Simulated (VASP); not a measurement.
Band structure of IrO2 (space group P4_2/mnm). Level of theory: LDA (Ceperley-Alder, Perdew-Zunger), VASP's LDA PAW potentials (set 64) (plane waves; VASP 6.6.1).

Unless said otherwise, spin-orbit coupling is left out, though it shifts the bands of the heavy elements here.

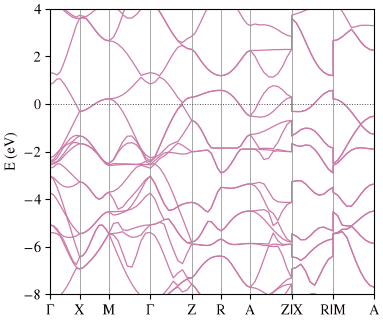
Fig. 1. Bands along high-symmetry lines, zero at the valence-band maximum or, without a gap, the Fermi level

Question: Read the plot: is there a gap, and where are the band edges?

Answer: It has no gap at this level: it comes out as a metal or semimetal. (Edges off the drawn lines would not show.)

The structure comes from a computed database's IrO2 entry (P4_2/mnm); how it stands against other phases isn't given here. It was relaxed first.
